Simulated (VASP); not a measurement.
Band structure of NaI (rock salt). These are PBE GGA with D4 dispersion, VASP's PBE PAW potentials (set 64) (plane waves; VASP) values and carry that method's errors.

Unless said otherwise, spin-orbit coupling is left out, though it shifts the bands of the heavy elements here.

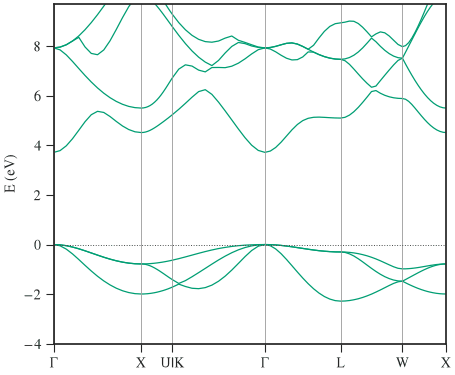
Figure. Bands along high-symmetry lines, zero at the valence-band maximum or, without a gap, the Fermi level

Question: Read the plot: is there a gap, and where are the band edges?

Answer: The gap is direct, 3.72 eV, from the valence maximum at Γ to the conduction minimum at Γ. (Edges off the drawn lines would not show.)

Measured: gap 5.90 eV (computed value off by -2.18 eV), as given by Abedi et al., (2022), arXiv:2211.14644.

The compound is NaI in the rock salt structure. It was relaxed first.
